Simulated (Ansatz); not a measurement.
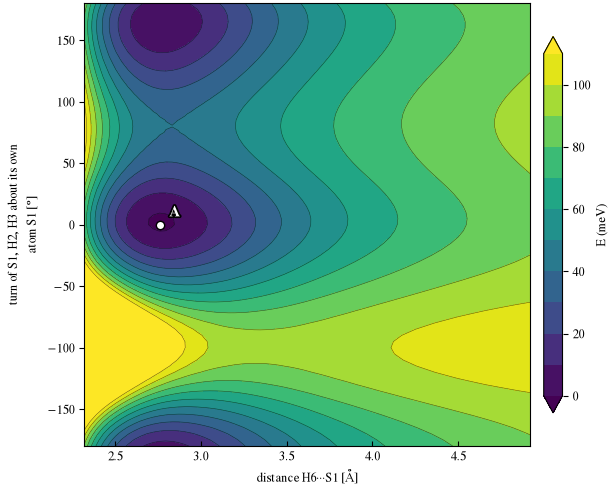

The pair H₂S···C₂H₂. The turn is about an axis along (0.31, 0.95, −0.08) in the frame of the relaxed pair, normal to the line between the partners. First axis: distance H6···S1. Second axis: turn of S1, H2, H3 about its own atom S1. The scan uses a 9 × 8 grid. Points are written as (first, second). Energies are in meV, from the lowest grid point. These are results of RKS wB97M-V/def2-SVPD in Ansatz, not measurements.

In the figure: filled contours, one colour for all values above the top of the scale, the point A. Between grid points the surface is interpolated.

### What is the easiest way out of the well at A, and how high is the barrier?

The easiest path leads from the well at about (2.76 Å, 0°) to the well at about (2.76 Å, 165°), about 2.1 meV higher (on a rigid scan; wells that are mirror images or exchange like atoms can differ by this much). Its highest point lies about 41 meV above the bottom of the first well on the interpolated surface, at about (2.83 Å, 85°). This is the barrier on the constrained surface; relaxing the other coordinates would change it.

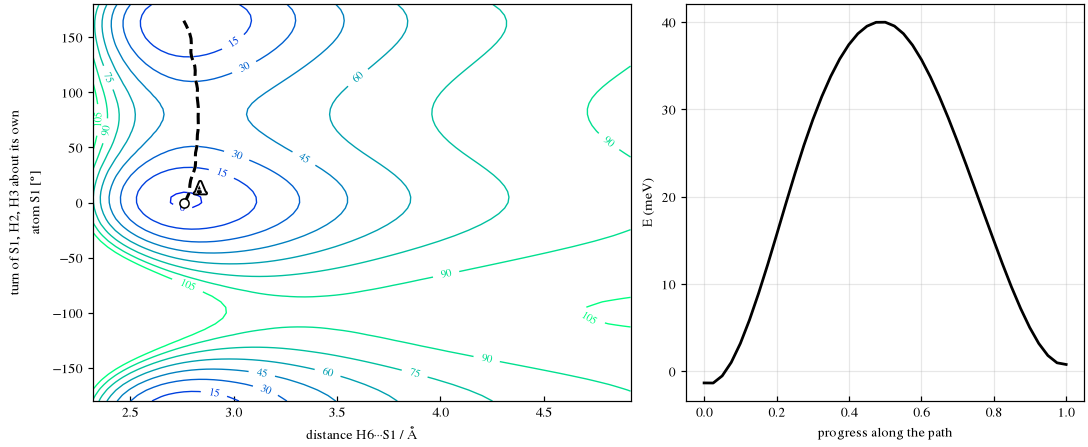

In the figure: contour lines labelled in meV (none above 105), a line along the lowest path, the energy along the path at the right. Between grid points the surface is interpolated.
